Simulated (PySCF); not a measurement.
**CH4AlF (SMILES [CH3][AlH][F]): density, localisation and related maps**

```yaml
atoms:
  - { symbol: C, position_ang: [-0.9241, -0.0512, 0.0910] }
  - { symbol: Al, position_ang: [1.0432, 0.1021, -0.1050] }
  - { symbol: F, position_ang: [2.0375, -1.1838, -0.3920] }
  - { symbol: H, position_ang: [-1.3910, 0.9188, 0.2759] }
  - { symbol: H, position_ang: [-1.3968, -0.4731, -0.8028] }
  - { symbol: H, position_ang: [-1.2064, -0.7086, 0.9207] }
  - { symbol: H, position_ang: [1.8410, 1.4008, -0.0148] }
```

Geometry: GFN2-xTB.

Theory: PBE0/pcSseg-1, SCF density, gas phase, non-relativistic in PySCF.

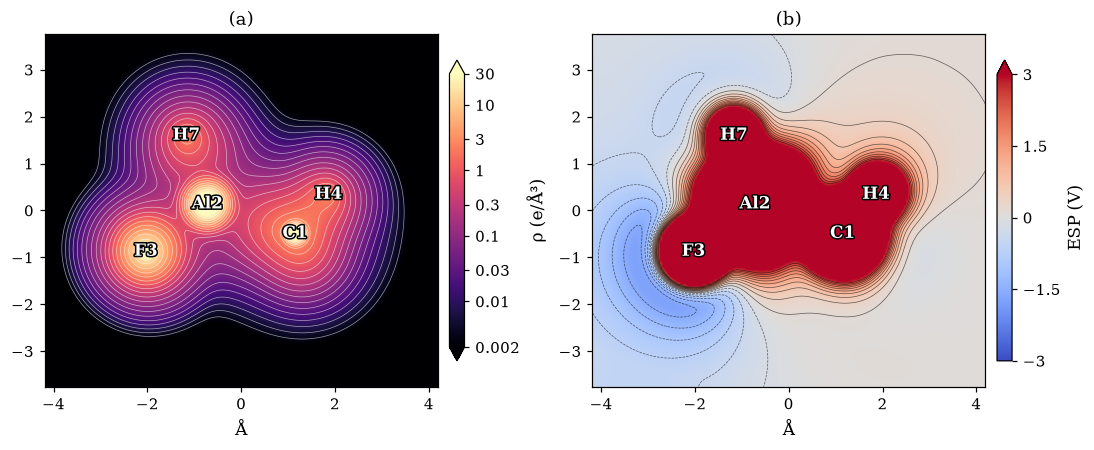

Figure 1. (a) electron density; (b) electrostatic potential on the plane of atoms C1, Al2 and H7.

### Describe what can be read from this map.

- Atoms in the plane: C, Al, F and H.
- Al–F (1.65 Å): ρ at the midpoint is about 0.85 e/Å³.
- C–Al (1.98 Å): the density is about 0.69 e/Å³ at the midpoint.
- C–H (1.09 Å): ρ at the midpoint is about 1.9 e/Å³.
- Al–H (1.53 Å): ρ is about 0.61 e/Å³ halfway.
- Outside the dense part of the molecule the potential is most negative (−1.7 V) near F3.

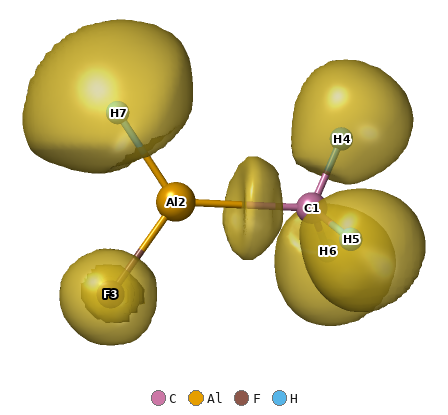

Figure 2. Isosurface of the electron localisation function at 0.8 (yellow), seen at a tilt. Core shells and regions of very low density are left out.

### Identify the bonds, lone pairs and shells in this picture.

The ELF exceeds this value in one region between bonded Al–C atoms (shared pairs), four regions around hydrogen nuclei and one region wrapped around F (its valence shell). Along the contacts the grid gives the following. Al–F (1.65 Å): the ELF peaks at about 0.85 in the valence shell of F, 0.5 Å from its nucleus, and is about 0.30 at the midpoint. C–Al (1.98 Å): the ELF peaks at about 0.95 between the atoms, as expected for a shared but strongly polarised pair.

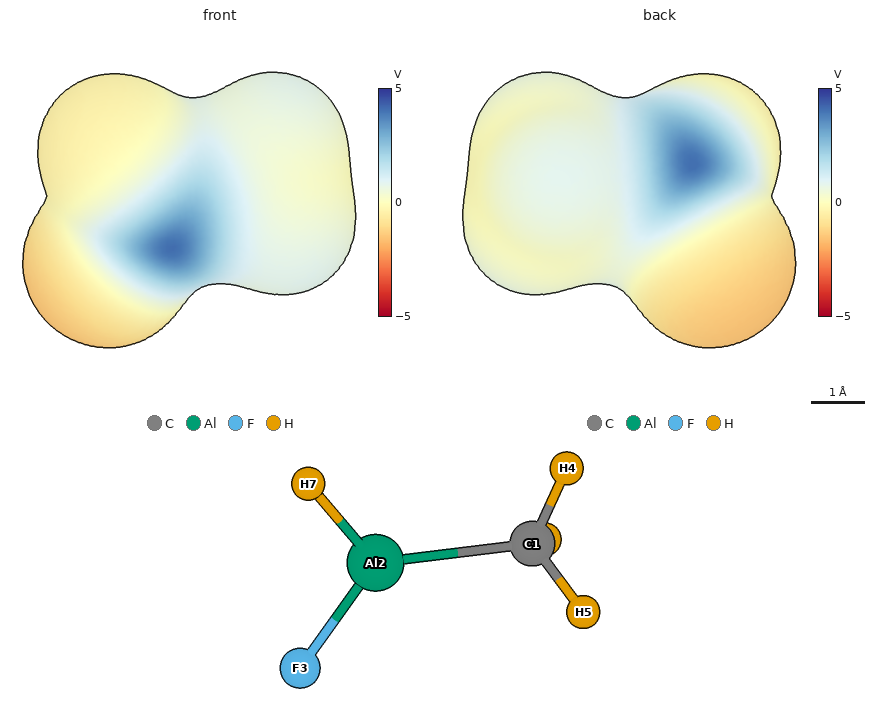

Figure 3. The molecular electrostatic potential painted on the density surface at 0.002 e/bohr³, seen from the front and from behind; the colour scale runs from red (negative) to blue (positive). The bare structure is drawn below in the same view.

### Which sites attract a positive test charge, and which a negative one?

A positive charge is drawn to the negative regions and a negative charge to the positive ones. The most negative region (about −1.5 V, or −35 kcal/mol for a unit charge) lies over F3, the most positive (about +3.9 V, or +90 kcal/mol for a unit charge) over Al2.

### What dipole moment does the calculation give?

Its dipole moment is 1.91 D.
